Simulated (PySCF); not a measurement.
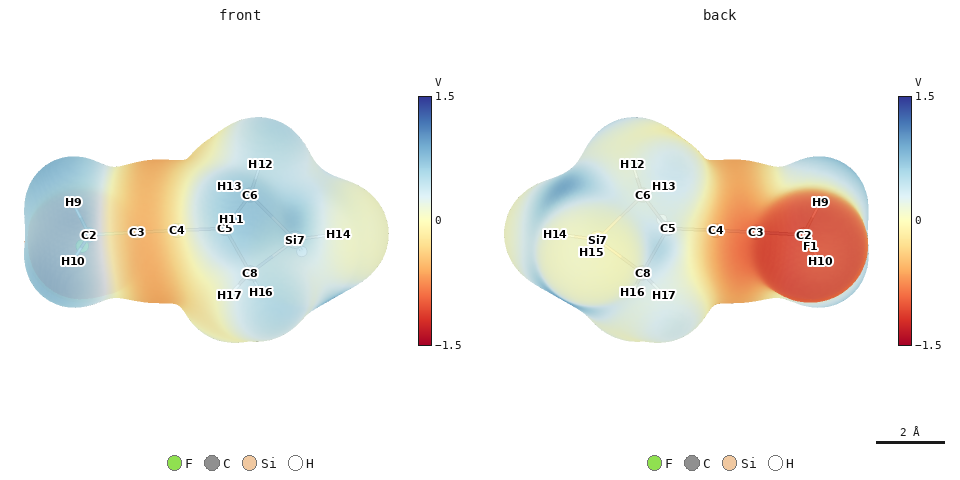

C₆H₉FSi (SMILES FCC#CC1C[SiH2]C1). The molecular electrostatic potential painted on the density surface at 0.001 e/bohr³, seen from the front and from behind; the colour scale runs from red (negative) to blue (positive).

Geometry: GFN2-xTB.

Method: PBE0/pcSseg-1, SCF density, gas phase, non-relativistic (PySCF).

Input file:

```
{"job": {"kind": "nmr", "xc": "PBE0", "basis": "pcSseg-1"}, "charge": 0, "multiplicity": 1}
F      3.220855    -1.700738    -1.547771
C      3.325065    -0.824888    -0.484805
C      2.028378    -0.306558    -0.100541
C      0.935666     0.098625     0.186679
C     -0.385844     0.570965     0.512690
C     -1.388259    -0.568226     0.830285
Si    -2.691179     0.208528    -0.332784
C     -1.117943     1.236648    -0.680924
H      3.783523    -1.385317     0.339938
H      3.991052    -0.015179    -0.809386
H     -0.314400     1.264368     1.354650
H     -1.614596    -0.663743     1.889539
H     -1.009239    -1.530052     0.489641
H     -3.764757     0.936515     0.345671
H     -3.204997    -0.623398    -1.417495
H     -1.168714     2.320393    -0.608279
H     -0.631608     0.994088    -1.624066
```

Launched as:

```sh
OMP_NUM_THREADS=1 python probes_run.py task.json out
```

Q: Where is the surface potential most negative and most positive?

A: The most negative region (about −1.1 V) lies over F1, the most positive (about +0.8 V) over Si7.

Q: What dipole moment does the calculation give?

A: Its dipole moment is 1.99 D.
